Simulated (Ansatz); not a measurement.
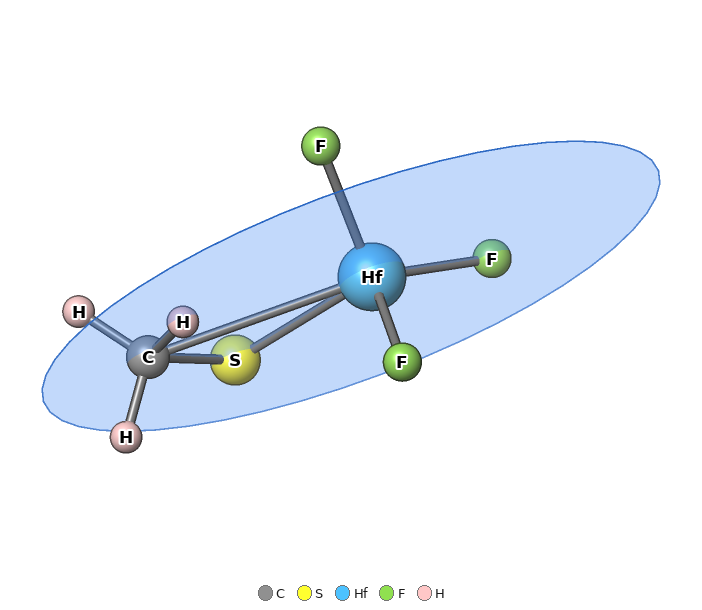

All proper rotation axes (lines) and mirror planes (discs) of the structure are drawn in. Depth is shown by fading: the farther an atom, the more it takes the colour of the background. The species is neutral and a spin singlet. The geometry was computed by an optimisation with PBE0-D4/def2-TZVP. No frequency run is at hand to confirm it as a minimum.

Name the symmetry elements and the point group.

Answer. It has 1 mirror plane. Point group Cs. The group has 2 operations. The geometry is achiral, and symmetry allows a dipole moment.
